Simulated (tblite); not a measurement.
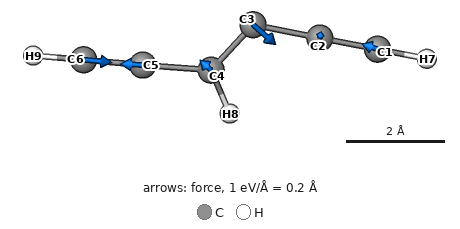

Starting geometry of C₆H₃ (multiplicity 2) with the computed forces as blue arrows. A ball-and-stick model, seen at a tilt.

All numbers below come from tblite 0.8.0, GFN2-xTB geometry optimisation, gas phase. 

Q: What follows when this structure is relaxed?

A: It isn't relaxed: the largest force vector, on C3, is 3.43 eV/Å. The final displacements have little in common with the starting forces (cosine between the two patterns 0.26). After 64 geometry steps the energy has fallen by 0.720 eV. H7 moves most after the best rigid fit: 1.29 Å. By element the largest moves are H 1.29 Å, C 1.26 Å. Some distances before and after: C2–C3 1.423 → 1.308 Å, C5–C6 1.233 → 1.201 Å, C3–C4 1.337 → 1.308 Å, C4–C5 1.421 → 1.413 Å. Among the angles between lasting bonds that change: C2–C3–C4 116.0° → 174.3°, C1–C2–C3 179.6° → 176.8°, C3–C4–H8 119.0° → 121.3°. Cost: 0.23 s on 1 thread of Arm Neoverse V1 (shared host).
